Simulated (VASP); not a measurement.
```
AlY
1.0
    3.56153     0.00000     0.00000
    0.00000     3.56153     0.00000
    0.00000     0.00000     3.56153
Y Al
1 1
Direct
  0.00000   0.00000   0.00000
  0.50000   0.50000   0.50000
```

Calculation: PBEsol GGA, VASP's PBE PAW potentials (set 64) (plane waves; VASP). Settings: 400 eV cut-off, 12×12×12 Γ-centred mesh, tetrahedra with Blöchl corrections, potentials Y_sv Al.

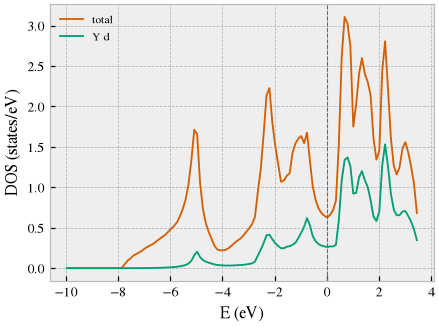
Figure. Total and projected density of states, zero at the Fermi level

Within 2 eV below the Fermi level the largest weight inside VASP's projection spheres is Y d, then Y p.

It has no gap at this level: it comes out as a metal or semimetal.

The structure was generated: YAl was put into the CsCl type type (Pm-3m), which need not be its known phase. It was relaxed first, which changed the volume by -32 %.
